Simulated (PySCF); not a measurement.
# CH₆O₃Si: NMR shifts at several levels of theory, part 2 of 2

PySCF 2.14.0. Atoms count from 0. Earlier steps stand in the parts before.

## 9. Shielding tensors: PBE0/STO-3G

Job settings and geometry (Å):

```
{"job": {"kind": "nmr", "xc": "PBE0", "basis": "STO-3G", "pop": true}, "charge": 0, "multiplicity": 1}
C      1.455791    -0.228593    -0.181220
Si    -0.364332     0.092942    -0.052739
O     -1.271198    -0.737374    -1.163359
O     -0.555316     1.716222    -0.313258
O     -0.990601    -0.403068     1.408771
H      1.811617     0.001307    -1.196757
H      2.021991     0.403982     0.519864
H      1.689891    -1.281414     0.035866
H     -1.798013    -1.450313    -0.790943
H     -1.454109     1.992437    -0.516917
H     -0.534890    -0.100790     2.198761
```

With the program's defaults for keys left out, this is: GIAO PBE0/STO-3G NMR shielding, non-relativistic, gas phase.

The program printed:

```text
coarse grid: 9688 points
cycle   1  E = -549.3663346395  dE =  7.302e-01  |g| = 8.405e-01  |ddm| = 3.923e+00
cycle   2  E = -549.4696175799  dE = -1.033e-01  |g| = 6.792e-01  |ddm| = 2.253e+00
cycle   3  E = -549.6196726415  dE = -1.501e-01  |g| = 5.106e-02  |ddm| = 1.049e+00
cycle   4  E = -549.6204648787  dE = -7.922e-04  |g| = 1.609e-02  |ddm| = 9.487e-02
cycle   5  E = -549.6205434014  dE = -7.852e-05  |g| = 2.366e-03  |ddm| = 2.521e-02
cycle   6  E = -549.6205454647  dE = -2.063e-06  |g| = 2.629e-04  |ddm| = 4.267e-03
final grid: 88992 points
cycle   7  E = -549.5689082774  dE = -6.287e-06  |g| = 3.747e-03  |ddm| = 1.483e-02
cycle   8  E = -549.5689087236  dE = -4.462e-07  |g| = 3.549e-03  |ddm| = 1.047e-02
cycle   9  E = -549.5689126940  dE = -3.970e-06  |g| = 1.070e-04  |ddm| = 5.177e-03
cycle  10  E = -549.5689126975  dE = -3.530e-09  |g| = 3.864e-05  |ddm| = 2.241e-04
cycle  11  E = -549.5689126980  dE = -4.654e-10  |g| = 9.173e-06  |ddm| = 6.664e-05
converged SCF energy = -549.5689126980

GIAO shielding tensors (ppm)
atom      isotropic    diamagn.    paramagn.     s11        s22        s33       span
  0 C      238.401     247.234      -8.833    232.713    239.760    242.731     10.018
  1 Si     508.149     866.867    -358.718    476.304    517.664    530.480     54.176
  2 O      408.335     378.727      29.608    329.685    399.118    496.200    166.514
  3 O      398.256     379.436      18.819    323.864    403.801    467.102    143.239
  4 O      398.401     379.687      18.714    317.897    401.374    475.933    158.036
  5 H       32.117      29.998       2.120     26.482     28.873     40.997     14.515
  6 H       32.464      30.507       1.957     26.890     29.613     40.888     13.998
  7 H       32.589      30.404       2.185     26.959     29.441     41.366     14.406
  8 H       35.370      30.834       4.536     26.654     31.896     47.559     20.906
  9 H       35.112      30.703       4.408     27.129     30.632     47.574     20.445
 10 H       35.480      31.371       4.109     27.629     31.460     47.351     19.721
```

Run time: 2.1 s. Hardware: 1 thread, shared host.

In short: δ C0 -3.7, Si1 9.5, O2 -60.0, H5 0.22, H8 -2.72 ppm (means over like atoms).

## 10. Shielding tensors: PBE0/6-31G

Same as in step 9 but for these lines:

```diff
@@ -1,2 +1,2 @@
-{"job": {"kind": "nmr", "xc": "PBE0", "basis": "STO-3G", "pop": true}, "charge": 0, "multiplicity": 1}
+{"job": {"kind": "nmr", "xc": "PBE0", "basis": "6-31G", "pop": true}, "charge": 0, "multiplicity": 1}
 C      1.455791    -0.228593    -0.181220
```

Level: GIAO PBE0/6-31G NMR shielding, non-relativistic, gas phase.

The program printed:

```text
coarse grid: 9688 points
cycle   1  E = -556.2544371481  dE =  7.395e-01  |g| = 1.117e+00  |ddm| = 2.928e+00
cycle   2  E = -556.0529075626  dE =  2.015e-01  |g| = 1.531e+00  |ddm| = 2.145e+00
cycle   3  E = -556.5002198150  dE = -4.473e-01  |g| = 7.923e-02  |ddm| = 1.296e+00
cycle   4  E = -556.5014594798  dE = -1.240e-03  |g| = 3.797e-02  |ddm| = 1.013e-01
cycle   5  E = -556.5018272935  dE = -3.678e-04  |g| = 2.926e-03  |ddm| = 3.111e-02
cycle   6  E = -556.5018282523  dE = -9.589e-07  |g| = 2.175e-03  |ddm| = 4.226e-03
final grid: 88992 points
cycle   7  E = -556.4472969868  dE = -7.766e-06  |g| = 7.463e-03  |ddm| = 1.307e-02
cycle   8  E = -556.4472855166  dE =  1.147e-05  |g| = 1.068e-02  |ddm| = 1.413e-02
cycle   9  E = -556.4473087278  dE = -2.321e-05  |g| = 5.851e-04  |ddm| = 8.221e-03
cycle  10  E = -556.4473088033  dE = -7.554e-08  |g| = 1.194e-04  |ddm| = 5.523e-04
cycle  11  E = -556.4473088058  dE = -2.436e-09  |g| = 5.959e-05  |ddm| = 1.400e-04
cycle  12  E = -556.4473088065  dE = -6.777e-10  |g| = 1.061e-05  |ddm| = 5.237e-05
converged SCF energy = -556.4473088065

GIAO shielding tensors (ppm)
atom      isotropic    diamagn.    paramagn.     s11        s22        s33       span
  0 C      201.840     255.818     -53.978    195.409    199.934    210.177     14.768
  1 Si     437.115     877.676    -440.561    414.722    434.334    462.289     47.567
  2 O      297.509     395.898     -98.389    261.640    301.741    329.144     67.504
  3 O      279.345     396.078    -116.733    245.916    271.258    320.861     74.946
  4 O      279.983     398.035    -118.052    252.893    275.699    311.356     58.463
  5 H       31.989      30.017       1.972     26.880     29.307     39.779     12.899
  6 H       32.451      30.577       1.874     27.476     30.051     39.827     12.351
  7 H       32.732      30.570       2.162     27.784     30.048     40.363     12.580
  8 H       31.738      30.593       1.145     23.525     26.771     44.919     21.394
  9 H       31.394      30.272       1.122     23.747     25.679     44.756     21.008
 10 H       31.751      30.998       0.753     24.178     26.632     44.444     20.266
```

Wall time 4.4 s (1 thread, shared host).

This run: δ C0 -2.3, Si1 7.6, O2 32.9, H8 0.98, H5 0.22 ppm (means over like atoms).

## 11. Shielding tensors: PBE0/6-31G*

Same as in step 10 but for these lines:

```diff
@@ -1,2 +1,2 @@
-{"job": {"kind": "nmr", "xc": "PBE0", "basis": "6-31G", "pop": true}, "charge": 0, "multiplicity": 1}
+{"job": {"kind": "nmr", "xc": "PBE0", "basis": "6-31G*", "pop": true}, "charge": 0, "multiplicity": 1}
 C      1.455791    -0.228593    -0.181220
```

With the program's defaults for keys left out, this is: GIAO PBE0/6-31G* NMR shielding, non-relativistic, gas phase.

The program printed:

```text
coarse grid: 9688 points
cycle   1  E = -556.4105416752  dE =  5.802e-01  |g| = 1.106e+00  |ddm| = 2.900e+00
cycle   2  E = -556.2285160290  dE =  1.820e-01  |g| = 1.481e+00  |ddm| = 1.797e+00
cycle   3  E = -556.6409974071  dE = -4.125e-01  |g| = 8.630e-02  |ddm| = 1.095e+00
cycle   4  E = -556.6424973995  dE = -1.500e-03  |g| = 3.307e-02  |ddm| = 9.406e-02
cycle   5  E = -556.6427758595  dE = -2.785e-04  |g| = 4.140e-03  |ddm| = 2.861e-02
cycle   6  E = -556.6427794736  dE = -3.614e-06  |g| = 1.431e-03  |ddm| = 4.483e-03
final grid: 88992 points
cycle   7  E = -556.5882287843  dE = -1.302e-05  |g| = 7.056e-03  |ddm| = 1.261e-02
cycle   8  E = -556.5882205289  dE =  8.255e-06  |g| = 9.531e-03  |ddm| = 1.211e-02
cycle   9  E = -556.5882397518  dE = -1.922e-05  |g| = 5.458e-04  |ddm| = 6.859e-03
cycle  10  E = -556.5882398143  dE = -6.252e-08  |g| = 8.595e-05  |ddm| = 4.411e-04
cycle  11  E = -556.5882398156  dE = -1.351e-09  |g| = 4.943e-05  |ddm| = 9.970e-05
cycle  12  E = -556.5882398161  dE = -4.563e-10  |g| = 1.037e-05  |ddm| = 3.991e-05
converged SCF energy = -556.5882398161

GIAO shielding tensors (ppm)
atom      isotropic    diamagn.    paramagn.     s11        s22        s33       span
  0 C      197.378     253.679     -56.301    192.691    196.561    202.881     10.191
  1 Si     438.139     880.256    -442.117    415.455    434.750    464.211     48.756
  2 O      288.991     391.085    -102.094    260.055    277.868    329.050     68.995
  3 O      272.913     391.271    -118.358    237.678    259.364    321.696     84.019
  4 O      273.005     392.560    -119.554    247.306    258.718    312.991     65.685
  5 H       31.754      29.957       1.797     27.338     29.357     38.566     11.228
  6 H       32.072      30.462       1.610     27.788     29.870     38.557     10.768
  7 H       32.226      30.361       1.866     27.934     29.707     39.038     11.103
  8 H       30.580      28.834       1.747     22.821     26.149     42.770     19.949
  9 H       30.272      28.134       2.137     22.932     24.974     42.908     19.976
 10 H       30.681      29.503       1.178     23.564     25.863     42.617     19.053
```

Run time: 5.6 s. Hardware: 1 thread, shared host.

Key values: δ C0 -3.2, Si1 -20.0, O2 45.9, H8 1.45, H5 -0.05 ppm (means over like atoms).

## 12. NMR shieldings: PBE0/6-311+G(2d,p)

Same as in step 11 but for these lines:

```diff
@@ -1,2 +1,2 @@
-{"job": {"kind": "nmr", "xc": "PBE0", "basis": "6-31G*", "pop": true}, "charge": 0, "multiplicity": 1}
+{"job": {"kind": "nmr", "xc": "PBE0", "basis": "6-311+G(2d,p)", "pop": true}, "charge": 0, "multiplicity": 1}
 C      1.455791    -0.228593    -0.181220
```

With the program's defaults for keys left out, this is: GIAO PBE0/6-311+G(2d,p) NMR shielding, non-relativistic, gas phase.

The program printed:

```text
coarse grid: 9688 points
cycle   1  E = -556.4913741152  dE =  5.608e-01  |g| = 1.167e+00  |ddm| = 2.746e+00
cycle   2  E = -556.2155714096  dE =  2.758e-01  |g| = 1.702e+00  |ddm| = 2.162e+00
cycle   3  E = -556.7288958811  dE = -5.133e-01  |g| = 1.009e-01  |ddm| = 1.495e+00
cycle   4  E = -556.7306258914  dE = -1.730e-03  |g| = 4.547e-02  |ddm| = 1.133e-01
cycle   5  E = -556.7311240970  dE = -4.982e-04  |g| = 5.155e-03  |ddm| = 3.516e-02
cycle   6  E = -556.7311280403  dE = -3.943e-06  |g| = 1.800e-03  |ddm| = 4.189e-03
final grid: 88992 points
cycle   7  E = -556.7437496683  dE = -5.055e-05  |g| = 9.364e-03  |ddm| = 2.769e-02
cycle   8  E = -556.7437334559  dE =  1.621e-05  |g| = 1.306e-02  |ddm| = 1.435e-02
cycle   9  E = -556.7437646531  dE = -3.120e-05  |g| = 8.477e-04  |ddm| = 8.828e-03
cycle  10  E = -556.7437647451  dE = -9.194e-08  |g| = 3.854e-04  |ddm| = 7.014e-04
cycle  11  E = -556.7437647775  dE = -3.242e-08  |g| = 7.685e-05  |ddm| = 3.226e-04
cycle  12  E = -556.7437647784  dE = -9.092e-10  |g| = 2.219e-05  |ddm| = 5.472e-05
converged SCF energy = -556.7437647784

GIAO shielding tensors (ppm)
atom      isotropic    diamagn.    paramagn.     s11        s22        s33       span
  0 C      190.979     248.434     -57.455    186.272    190.359    196.306     10.034
  1 Si     368.413     873.881    -505.467    343.060    361.797    400.383     57.323
  2 O      278.248     389.581    -111.333    251.417    260.080    323.247     71.830
  3 O      263.560     388.431    -124.871    227.786    247.267    315.627     87.841
  4 O      261.507     389.374    -127.866    232.897    247.074    304.551     71.655
  5 H       31.130      29.616       1.514     27.086     28.669     37.635     10.549
  6 H       31.388      30.322       1.066     27.490     29.014     37.659     10.169
  7 H       31.522      30.110       1.412     27.574     29.007     37.986     10.412
  8 H       30.380      31.354      -0.974     22.817     25.859     42.463     19.646
  9 H       30.323      30.724      -0.401     23.208     25.125     42.637     19.429
 10 H       30.508      31.515      -1.007     23.641     25.638     42.245     18.605
```

Run time: 15 s. Hardware: 1 thread, shared host.

This run: δ C0 -4.5, Si1 -24.0, O2 58.8, H8 1.11, H5 0.16 ppm (means over like atoms).

## 13. NMR shieldings: PBE0/def2-SVP

Same as in step 12 but for these lines:

```diff
@@ -1,2 +1,2 @@
-{"job": {"kind": "nmr", "xc": "PBE0", "basis": "6-311+G(2d,p)", "pop": true}, "charge": 0, "multiplicity": 1}
+{"job": {"kind": "nmr", "xc": "PBE0", "basis": "def2-SVP", "pop": true}, "charge": 0, "multiplicity": 1}
 C      1.455791    -0.228593    -0.181220
```

With the program's defaults for keys left out, this is: GIAO PBE0/def2-SVP NMR shielding, non-relativistic, gas phase.

The program printed:

```text
coarse grid: 9688 points
cycle   1  E = -556.0137361835  dE =  5.467e-01  |g| = 1.107e+00  |ddm| = 3.243e+00
cycle   2  E = -555.8340537293  dE =  1.797e-01  |g| = 1.479e+00  |ddm| = 2.028e+00
cycle   3  E = -556.2421723340  dE = -4.081e-01  |g| = 8.224e-02  |ddm| = 1.254e+00
cycle   4  E = -556.2435074596  dE = -1.335e-03  |g| = 3.306e-02  |ddm| = 9.550e-02
cycle   5  E = -556.2437880621  dE = -2.806e-04  |g| = 4.093e-03  |ddm| = 3.140e-02
cycle   6  E = -556.2437914552  dE = -3.393e-06  |g| = 1.302e-03  |ddm| = 4.640e-03
final grid: 88992 points
cycle   7  E = -556.3304325414  dE = -1.891e-05  |g| = 8.185e-03  |ddm| = 1.801e-02
cycle   8  E = -556.3304208554  dE =  1.169e-05  |g| = 1.123e-02  |ddm| = 1.470e-02
cycle   9  E = -556.3304464839  dE = -2.563e-05  |g| = 4.329e-04  |ddm| = 8.490e-03
cycle  10  E = -556.3304465223  dE = -3.835e-08  |g| = 1.349e-04  |ddm| = 4.769e-04
cycle  11  E = -556.3304465263  dE = -4.004e-09  |g| = 4.108e-05  |ddm| = 1.300e-04
cycle  12  E = -556.3304465266  dE = -3.026e-10  |g| = 1.060e-05  |ddm| = 3.729e-05
converged SCF energy = -556.3304465266

GIAO shielding tensors (ppm)
atom      isotropic    diamagn.    paramagn.     s11        s22        s33       span
  0 C      198.164     251.579     -53.414    193.974    197.611    202.908      8.934
  1 Si     444.070     883.634    -439.564    420.827    439.010    472.372     51.546
  2 O      297.792     386.180     -88.388    272.015    289.474    331.888     59.872
  3 O      281.259     385.766    -104.506    248.129    272.726    322.922     74.793
  4 O      282.777     388.496    -105.719    257.259    274.220    316.853     59.593
  5 H       31.176      30.335       0.841     27.017     28.491     38.021     11.004
  6 H       31.472      30.989       0.483     27.461     28.973     37.982     10.521
  7 H       31.645      30.907       0.739     27.590     28.857     38.489     10.899
  8 H       30.072      31.256      -1.184     21.969     25.331     42.916     20.947
  9 H       29.882      30.322      -0.440     22.355     24.310     42.982     20.627
 10 H       30.242      32.392      -2.150     22.869     25.123     42.735     19.866
```

Wall time 6.5 s (1 thread, shared host).

In short: δ C0 -4.4, Si1 -36.9, O2 55.8, H8 1.28, H5 -0.09 ppm (means over like atoms).

## 14. NMR shieldings: PBE0/def2-TZVP

Same as in step 13 but for these lines:

```diff
@@ -1,2 +1,2 @@
-{"job": {"kind": "nmr", "xc": "PBE0", "basis": "def2-SVP", "pop": true}, "charge": 0, "multiplicity": 1}
+{"job": {"kind": "nmr", "xc": "PBE0", "basis": "def2-TZVP", "pop": true}, "charge": 0, "multiplicity": 1}
 C      1.455791    -0.228593    -0.181220
```

Level: GIAO PBE0/def2-TZVP NMR shielding, non-relativistic, gas phase.

The program printed:

```text
coarse grid: 9688 points
cycle   1  E = -556.5390446447  dE =  5.513e-01  |g| = 1.171e+00  |ddm| = 2.479e+00
cycle   2  E = -556.2831236355  dE =  2.559e-01  |g| = 1.681e+00  |ddm| = 1.866e+00
cycle   3  E = -556.7768750912  dE = -4.938e-01  |g| = 9.511e-02  |ddm| = 1.286e+00
cycle   4  E = -556.7784129518  dE = -1.538e-03  |g| = 4.426e-02  |ddm| = 8.277e-02
cycle   5  E = -556.7788855678  dE = -4.726e-04  |g| = 4.502e-03  |ddm| = 3.014e-02
cycle   6  E = -556.7788887921  dE = -3.224e-06  |g| = 1.556e-03  |ddm| = 3.119e-03
final grid: 88992 points
cycle   7  E = -556.7743501417  dE = -4.313e-05  |g| = 8.307e-03  |ddm| = 2.430e-02
cycle   8  E = -556.7743377886  dE =  1.235e-05  |g| = 1.158e-02  |ddm| = 1.065e-02
cycle   9  E = -556.7743626545  dE = -2.487e-05  |g| = 7.415e-04  |ddm| = 6.631e-03
cycle  10  E = -556.7743627331  dE = -7.866e-08  |g| = 2.786e-04  |ddm| = 5.619e-04
cycle  11  E = -556.7743627499  dE = -1.680e-08  |g| = 6.844e-05  |ddm| = 2.030e-04
cycle  12  E = -556.7743627506  dE = -6.994e-10  |g| = 2.252e-05  |ddm| = 4.543e-05
converged SCF energy = -556.7743627506

GIAO shielding tensors (ppm)
atom      isotropic    diamagn.    paramagn.     s11        s22        s33       span
  0 C      191.948     249.596     -57.648    187.548    191.750    196.547      8.999
  1 Si     359.894     874.029    -514.136    335.037    353.143    391.501     56.464
  2 O      278.155     385.428    -107.273    251.231    256.903    326.331     75.100
  3 O      263.558     384.218    -120.660    226.080    246.715    317.878     91.798
  4 O      262.133     386.698    -124.565    230.989    246.474    308.937     77.948
  5 H       31.160      29.695       1.465     27.214     28.672     37.594     10.380
  6 H       31.420      30.298       1.122     27.626     29.037     37.597      9.971
  7 H       31.567      30.271       1.296     27.729     29.031     37.942     10.213
  8 H       30.234      29.935       0.299     22.700     25.621     42.381     19.681
  9 H       30.248      29.151       1.097     23.188     24.972     42.586     19.398
 10 H       30.366      30.630      -0.263     23.444     25.444     42.212     18.768
```

Run time: 18 s. Hardware: 1 thread, shared host.

In short: δ C0 -5.3, Si1 -28.3, O2 64.6, H8 1.20, H5 0.10 ppm (means over like atoms).

## 15. Run by run: NMR shifts

Shifts (ppm), means over like atoms, with basis size and wall time:

```
               run    C0     H8     H5    Si1     O2  functions   time
     WP04/pcSseg-2  -4.4   1.58   0.19  -46.2   47.1        271   32 s
    B97-2/pcSseg-2  -5.0   1.50   0.14  -30.4   58.0        271   30 s
BHandHLYP/pcSseg-2  -5.0   1.71   0.17  -34.8   54.8        271   28 s
CAM-B3LYP/pcSseg-2  -5.0   1.66   0.18  -30.6   63.1        271   38 s
  wB97X-D/pcSseg-2  -4.8   1.58   0.15  -27.7   58.9        271   37 s
  LC-wPBE/pcSseg-2  -3.8   1.67   0.19  -19.0   59.8        271   45 s
       PBE0/STO-3G  -3.7  -2.72   0.22    9.5  -60.0         35  2.1 s
        PBE0/6-31G  -2.3   0.98   0.22    7.6   32.9         61  4.4 s
       PBE0/6-31G*  -3.2   1.45  -0.05  -20.0   45.9         86  5.6 s
PBE0/6-311+G(2d,p)  -4.5   1.11   0.16  -24.0   58.8        179   15 s
     PBE0/def2-SVP  -4.4   1.28  -0.09  -36.9   55.8        104  6.5 s
    PBE0/def2-TZVP  -5.3   1.20   0.10  -28.3   64.6        197   18 s
          measured     –      –      –  -38.4      –          –      –
```

Measured: solution, alcohol/water; C. Corminboeuf, T. Heine, J. Weber, Chem. Phys. Lett. 357 (2002) 1.

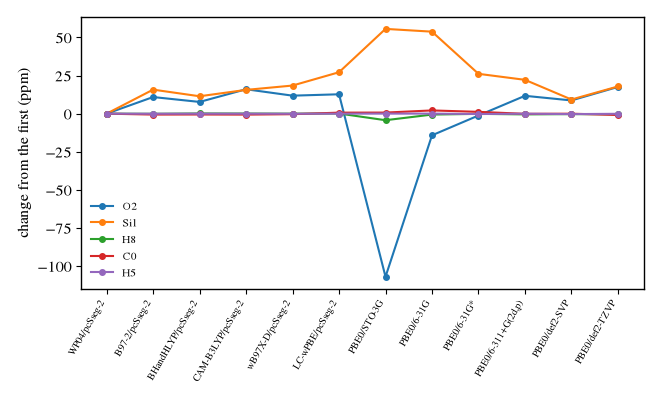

How the tabulated atoms move from run to run.

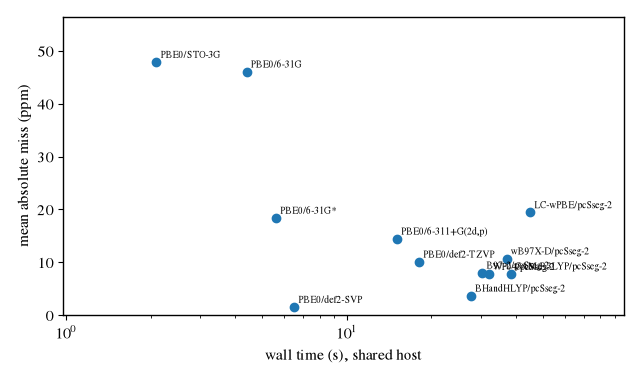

Cost against miss for the one measured ²⁹Si shift.

## 16. What came out

This closing draws on all 2 parts.

```
                                                               quantity                                             value
                                                            point group                                                C1
                                   rotational constants (main isotopes)                              3.94, 3.63, 3.46 GHz
                                 ¹³C shifts against TMS (WP04/pcSseg-2)                                          -4.4 ppm
 ¹H shifts against TMS (WP04/pcSseg-2, means over atoms taken as alike)                                    1.58, 0.19 ppm
                                ²⁹Si shifts against TMS (WP04/pcSseg-2)                                         -46.2 ppm
¹⁷O shifts against H2O (WP04/pcSseg-2, means over atoms taken as alike)                                          47.1 ppm
                               measured, and computed on the same scale                            Si1 δ -38.4, -46.2 ppm
                                               range of the shift of O2                                 -60.0 to 64.6 ppm
                                          property runs in this session  12, of which 0 failed and 1 gave unsound results
```

What this shows: Single values in the summary come from the first run of each kind that ended normally (WP04/pcSseg-2), which need not be the best level. The optimisation took 13 steps and gained 0.118 eV; among the close pairs (by a distance rule), C0–Si1 changed most, from 1.895 to 1.853 Å. At WP04/pcSseg-2: The widest tensor belongs to O2, O3, O4: span 80 ppm, with a paramagnetic part of -122 ppm. The one measured ²⁹Si shift is missed by -7.8 ppm (computed less measured, unscaled). Vibration, temperature and solvent are missing from the calculation, and it holds one conformer, so part of the miss against the measured shifts is not the functional's. In ppm, O2 (with its like atoms) moves most: its shift spreads over 124.6 ppm, from -60.0 (PBE0/STO-3G) to 64.6 (PBE0/def2-TZVP). A minimal basis is unusable for shieldings, so that end is no result. For the one measured ²⁹Si shift, PBE0/def2-SVP misses least (1.5 ppm, 6.5 s) and PBE0/STO-3G most (47.9 ppm, 2.1 s). One molecule ranks no method: errors cancel, and vibration and temperature are missing from all runs.
